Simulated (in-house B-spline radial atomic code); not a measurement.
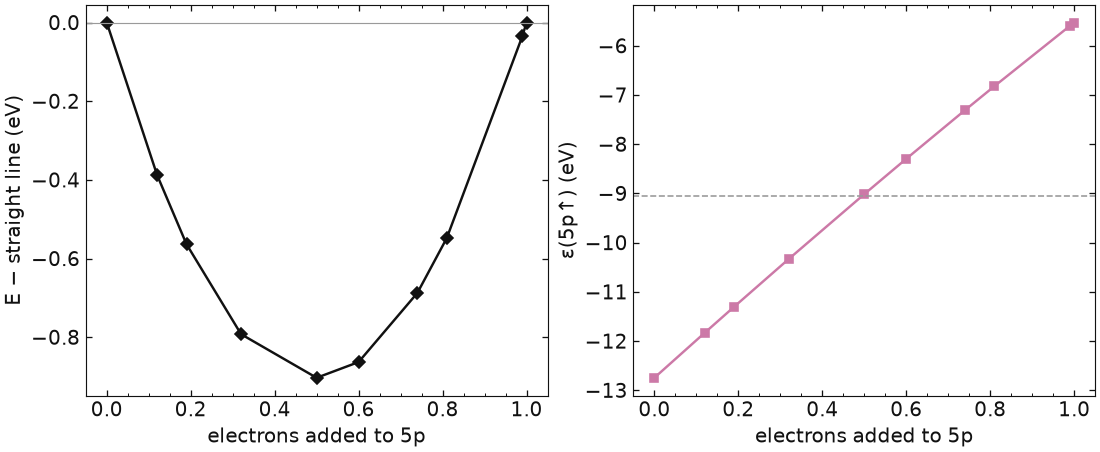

Theory: scalar-relativistic (spin-free one-electron X2C) LDA (Slater, VWN5), spin-polarised, spherical fractional occupations, Fermi nucleus, basis-set limit (computed with an in-house B-spline radial code). The occupation of the 5p shell is varied from Sb⁺ ([Kr] 4d10 5s2 5p2 (high spin)) to Sb ([Kr] 4d10 5s2 5p3 (high spin)), with spherical fractional occupations. The plot shows the total energy less the straight line between the end points, and the eigenvalue of 5p↑ (the dashed line is minus the energy to take the whole electron out).

Question: Is the energy convex or concave in the occupation, and by how much?

Answer: The curve is convex (below the straight line), with the largest deviation among the points computed, −0.90 eV, at 0.5. The end points differ by 9.06 eV, the energy to take the electron out. The eigenvalue, which is the slope of the energy (Janak's theorem), moves from −12.7 eV at 0 to −5.53 eV at 1; for a straight line it would stay constant, and a parabola would sag by an eighth of this change, scaled to a whole electron, 0.90 eV. Convexity is the mark of the delocalisation error, which puts fractional charges too low; for p, d and f shells the spherical spreading of the fraction adds to it.
